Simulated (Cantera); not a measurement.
Feed: 1 mol SrCl2, 3.4 mol H2, 10 mol H2O, held at 0.0140 bar.

Equilibrium computed with Cantera from the NASA thermochemical tables; the gas is ideal and each condensed phase is pure. Candidate condensed phases: H2O, Sr, SrCl2, SrO, Sr(OH)2; 20 gas species. Mutual solubility and eutectic melting of coexisting phases are not modelled. Condensed phases not in the tables: oxide chlorides. The numbers say what is thermodynamically allowed, not how fast it happens.

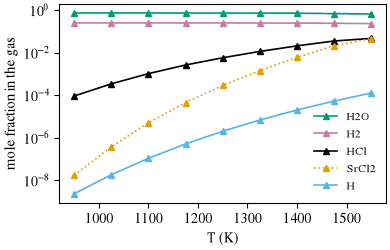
Figure: Equilibrium gas composition (values under 1e-9 drawn at 1e-9)

From 950 K to 1100 K the condensed part is SrCl2(s) + SrO(s). From 1175 K to 1475 K the condensed part is SrCl2(l) + SrO(s). At 1550 K the condensed part is SrO(s). The main Sr-bearing gas is SrCl2 throughout.
